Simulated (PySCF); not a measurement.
**C$_{3}$H$_{2}$FN$_{3}$, SMILES `Fc1ccnnn1`: what the electrons do**

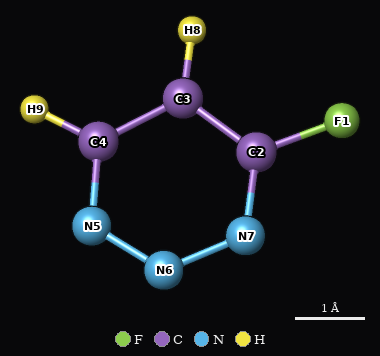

The molecule, with its atoms numbered as below. No frequency check shows the geometry to be a minimum.

Cartesian coordinates (Å):

```
F1      -2.1971    0.0045    0.0000
C2      -0.8696   -0.0088    0.0000
C3      -0.1762   -1.2152    0.0000
C4       1.2011   -1.0536    0.0000
N5       1.7553    0.1541    0.0000
N6       1.0270    1.2105    0.0000
N7      -0.2636    1.1621    0.0000
H8      -0.6737   -2.1708    0.0000
H9       1.8843   -1.8909    0.0000
```

Part 1: Bonding charge

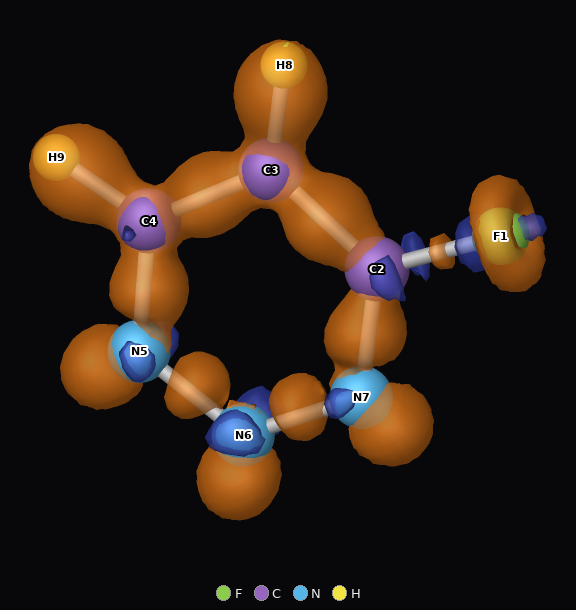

Deformation density (molecule less spherical, spin-averaged free atoms at the same positions), surfaces at ±0.2 e/Å³; orange: gain, blue: loss.

PySCF calculation, CAM-B3LYP/6-311+G**, gas phase; geometry: GFN2-xTB.

Q: How much density has each bond gained at its critical point, relative to the free atoms?

A: C4–H9: +0.81 e/Å³ at the bond critical point (bond length 1.08 Å). C3–H8: +0.77 e/Å³ at the bond critical point (bond length 1.08 Å). C2–N7: +0.68 e/Å³ at the bond critical point (bond length 1.32 Å). C2–C3: +0.67 e/Å³ at the bond critical point (bond length 1.39 Å). C3–C4: +0.66 e/Å³ at the bond critical point (bond length 1.39 Å). N5–N6: +0.59 e/Å³ at the bond critical point (bond length 1.28 Å). C4–N5: +0.57 e/Å³ at the bond critical point (bond length 1.33 Å). N6–N7: +0.56 e/Å³ at the bond critical point (bond length 1.29 Å). F1–C2: +0.02 e/Å³ at the bond critical point (bond length 1.33 Å); up to 0.6 Å beside the axis the gain reaches +0.29 e/Å³. In all, 2.5 electrons gather in the regions of gain relative to the promolecule. A small or negative value marks a very polar bond, one between electron-rich atoms, whose free-atom densities already overlap strongly, a long bond to a heavier atom, or a closed-shell contact such as a hydrogen bond.

Q: Where do the Hirshfeld charges lie?

A: The highest Hirshfeld charge is on C2 (+0.16 e), the lowest on N7 (−0.12 e).

```
atom  charge (e)
  F1       −0.07
  C2       +0.16
  C3       −0.04
  C4       +0.04
  N5       −0.11
  N6       −0.03
  N7       −0.12
  H8       +0.08
  H9       +0.08
```

Part 2: Bond critical points

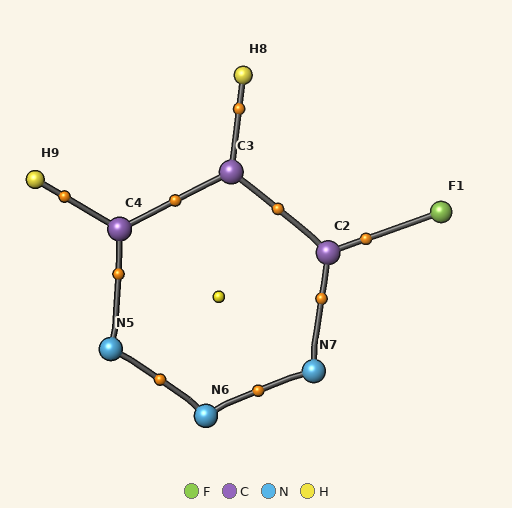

Molecular graph of the electron density (QTAIM): bond paths, bond critical points (orange), ring points (yellow, if any); weak paths are dashed.

Q: How many critical points of each kind are there, and does the count close?

A: 9 nuclei, 9 bond, 1 ring and 0 cage critical points: 9 − 9 + 1 − 0 = 1, as the Poincaré–Hopf relation requires.

Q: What does the calculation give at each kind of bond critical point?

A:
| bond | length (Å) | ρ (a.u.) | ∇²ρ (a.u.) | ε | H (a.u.) |
| --- | --- | --- | --- | --- | --- |
| N5–N6 | 1.283 | 0.433 | −1.04 | 0.08 | −0.498 |
| N6–N7 | 1.291 | 0.422 | −0.98 | 0.07 | −0.476 |
| C2–N7 | 1.318 | 0.369 | −1.21 | 0.20 | −0.524 |
| C4–N5 | 1.329 | 0.352 | −1.06 | 0.08 | −0.510 |
| C3–C4 | 1.387 | 0.315 | −0.89 | 0.21 | −0.328 |
| C2–C3 | 1.391 | 0.315 | −0.91 | 0.23 | −0.331 |
| C4–H9 | 1.081 | 0.290 | −1.04 | 0.02 | −0.291 |
| C3–H8 | 1.077 | 0.285 | −1.01 | 0.01 | −0.286 |
| F1–C2 | 1.328 | 0.272 | +0.08 | 0.07 | −0.370 |

Q: What kind of interaction is C2–C3?

A: Shared-shell (covalent): ρ = 0.315, ∇²ρ = −0.91, H = −0.331 a.u. Its ellipticity of 0.23 shows that the density isn't cylindrical about the bond.

Part 3: Electrostatic potential

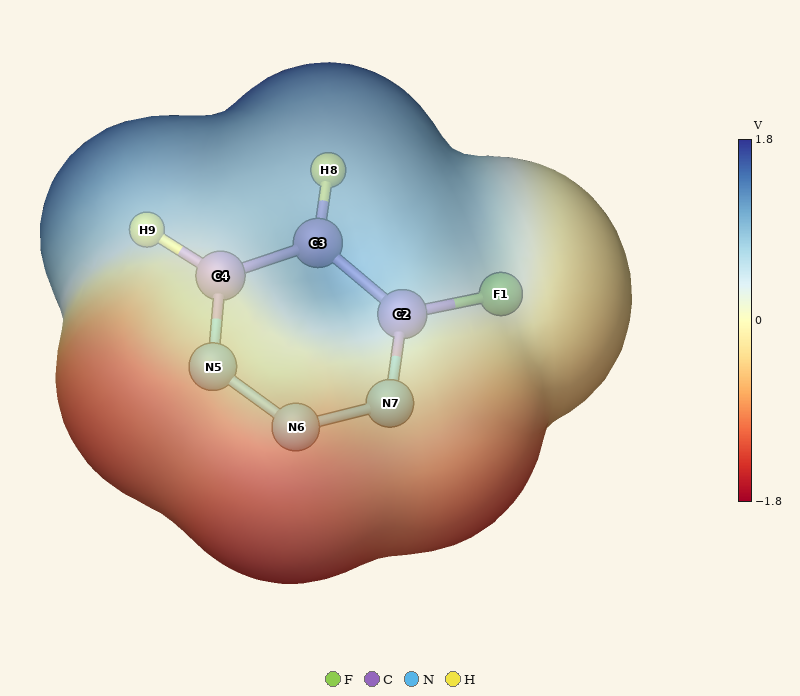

Electrostatic potential on the surface of electron density 0.001 a.u.

Q: Where are the extremes of the potential on the surface?

A: Highest: 1.74 V, 1.3 Å from H8. Further maxima include 1.08 V, near N6 (1.98 Å), N5 (2.03 Å) and N7 (2.10 Å), and at like points elsewhere. Lowest: −1.62 V, 2.0 Å from N6. Further minima include −1.41 V, 1.9 Å from N5; −1.40 V, 1.9 Å from N7. The surface is sampled at points, so like sites can differ by a few per cent and only the strongest of them is named.

Part 4: Removing or adding an electron

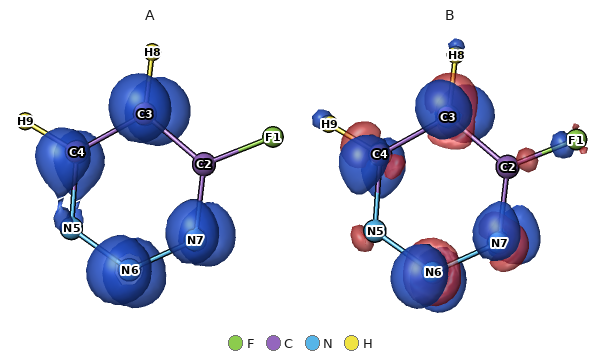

The Fukui function f⁺ from two separate SCF calculations and the density of the LUMO, at ±0.05 e/Å³ (blue positive, red negative).

Computed with PySCF, B3LYP/def2-SVP, geometry: GFN2-xTB.

Q: Which panel is which, and how good is the frozen-orbital picture?

A: B is f⁺ (it has negative regions), A the LUMO density. The LUMO lies on N6 (27 %), C3 (22 %) and N7 (17 %); f⁺ (Hirshfeld-condensed) is largest on N6 (0.19), C3 (0.16) and N7 (0.14); the vertical electron affinity is −0.09 eV (the stability of the anion's solution wasn't checked; negative, but this basis has no diffuse functions, so it doesn't show that the anion is unbound). Relaxation shifts 19 % of the electron between atoms. The orbital energy is −2.36 eV.

Part 5: Magnetic shielding

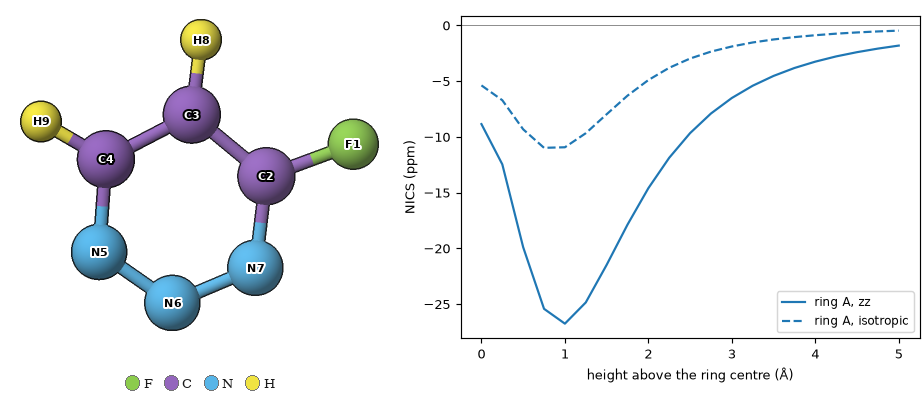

GIAO NICS scans along the ring normals; ring A: 6-membered ring C2/C3/C4/N5/N6/N7.

PySCF calculation, BP86/def2-SVP, gas phase; geometry: GFN2-xTB. This is a single-reference result, which may miss multireference character in this system.

Q: What does each scan say about the ring current?

A: Ring A is strongly diatropic (aromatic): NICSzz reaches −26.8 ppm at 1.00 Å; NICS(0) = −5.4, NICS(1) = −10.9, NICS(1)zz = −26.8 ppm.

Q: What absolute proton shieldings does the same calculation give?

A: From 23.1 ppm (H9) to 25.4 ppm (H8).

Part 6: The π system

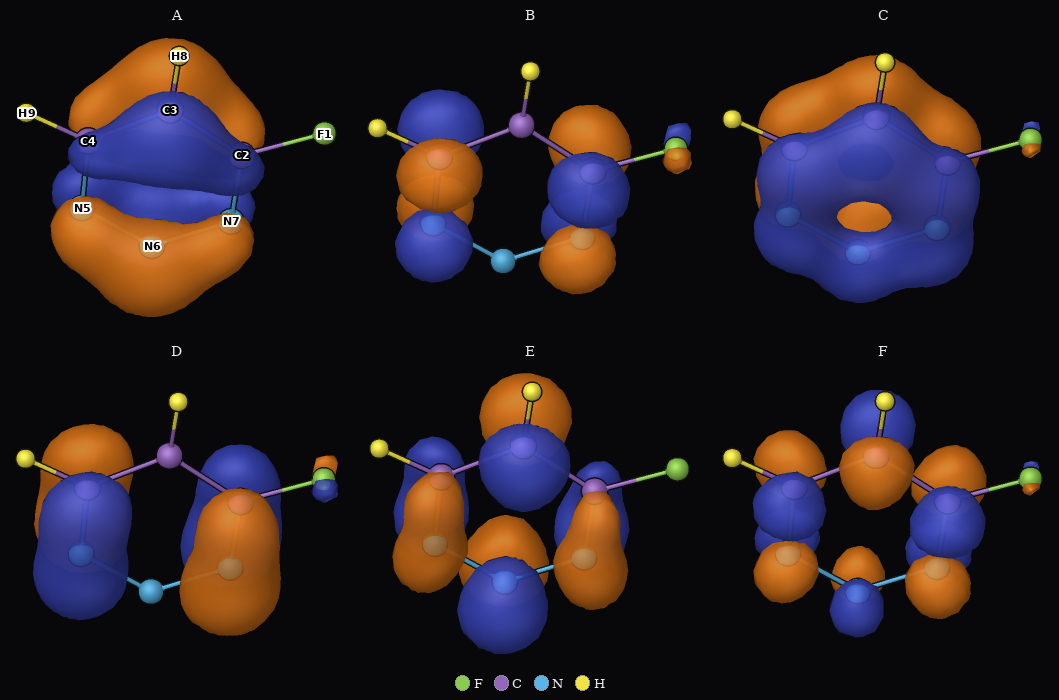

Natural orbitals of the π active space, CASSCF(6,6), singlet state, in random order.

Level of theory: 6-311G** basis (PySCF), at a geometry from GFN2-xTB.

Q: Which orbitals are strongly, which singly and which weakly occupied?

A: Strongly: C (1.96), D (1.90), A (1.89). Weakly: E (0.12), B (0.10), F (0.04). Broadly, orbitals with more nodes between bonded atoms hold fewer electrons.

Q: How multiconfigurational is the state?

A: The leading determinant weighs 0.88; the effective number of unpaired electrons, Σ n²(2−n)², is 0.18; the most occupied of the weakly occupied orbitals holds 0.12 e, as in an ordinary closed-shell π system. The active space lowers the energy by 2.35 eV against Hartree–Fock.

Q: Where does the lowest triplet lie relative to the singlet, at this geometry and within this active space?

A: 4.81 eV above it by strongly contracted NEVPT2 (+4.14 eV by CASSCF); a small basis tends to put such gaps a few tenths of an eV too high. This is a vertical energy for π states alone; a state that uses lone pairs or σ orbitals may lie lower.

The PySCF runs shown took 31 s, 3.2 min, 23 s and 69 s on 1 thread of Intel(R) Xeon(R) Processor @ 2.70GHz (shared host).
